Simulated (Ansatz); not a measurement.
```
CELL_PARAMETERS angstrom
3.47030 0.00000 0.00000
0.00000 3.47030 0.00000
0.00000 0.00000 5.61125
ATOMIC_POSITIONS crystal
Mg 0.00000 0.00000 0.50000
Rh 0.50000 0.50000 0.00000
F 0.00000 0.00000 0.00000
F 0.50000 0.00000 0.71090
F 0.00000 0.50000 0.71090
F 0.50000 0.00000 0.28910
F 0.00000 0.50000 0.28910
```

Space group P4/mmm; a structure from a database of computed crystals, not necessarily the ambient phase; started from the SiSnPd5-123 prototype, which need not be the ambient phase; computed without spin polarisation.

Method: DFT, r2SCAN+rVV10, plane waves, PAW in Ansatz 0.2.0.

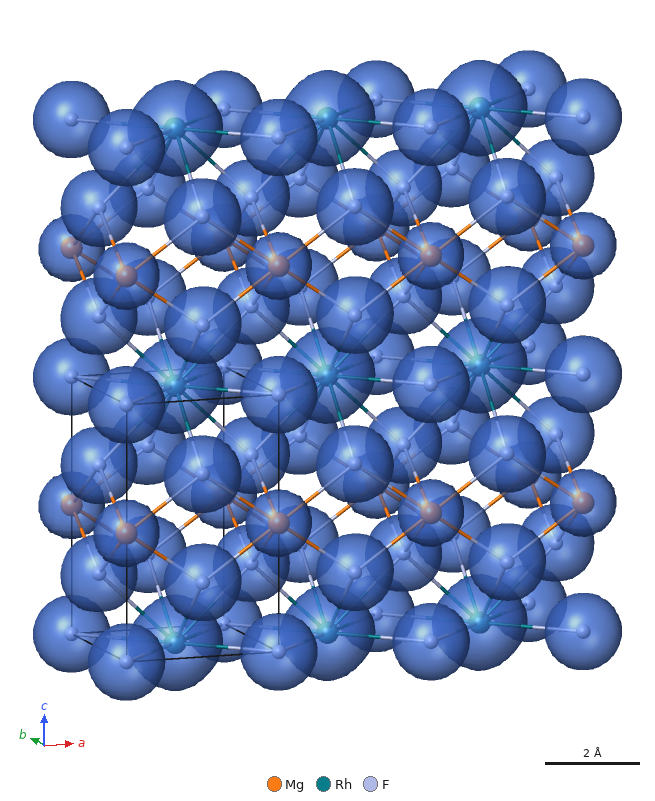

MgRhF5. Isosurface of the valence charge density (pseudo) at 0.6 e/Å³ (blue), seen slightly off an axis. Sticks mark near contacts.

Core electrons are frozen (PAW), and the valence fields are smoothed inside the atomic spheres.

### How is the density connected at this value?

At this value the density breaks into separate islands; it holds about 85 % of the electrons treated as valence (semicore included). It bridges none of the near contacts. It is pinched off along the sampled Mg–F (2.10 Å), Rh–F (2.38 Å) and Rh–F (2.45 Å) contacts. On the grid the lowest density along these lines, outside the cores, is 0.22 e/Å³ (Mg–F, 2.10 Å), 0.29 e/Å³ (Rh–F, 2.38 Å) and 0.25 e/Å³ (Rh–F, 2.45 Å).
